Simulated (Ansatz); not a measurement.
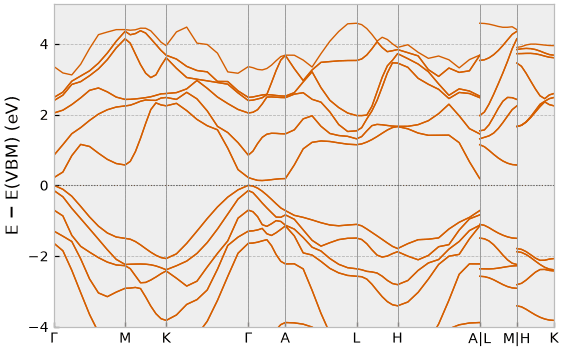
*Band structure from r²SCAN with spin–orbit coupling in the plane-wave PAW code Ansatz*

Question: Read off the gap and where the band edges lie.

Answer: About 0.1 eV (0.13 eV by a search for the band edges); maximum at Γ, minimum on the Γ–A line, 34 % of the way from Γ.

The material is SrCd2Sb2 in space group P-3m1 (No. 164; Sr on 1a, Cd on 2d, Sb on 2d).

The workflow started from an entry of the Crystallography Open Database (COD). Whether it is the stable phase at ambient conditions was not checked. Symmetry was held in the r²SCAN relaxation; its stability against distortions is not shown here.

Potentials: the later of the program's two PAW sets.
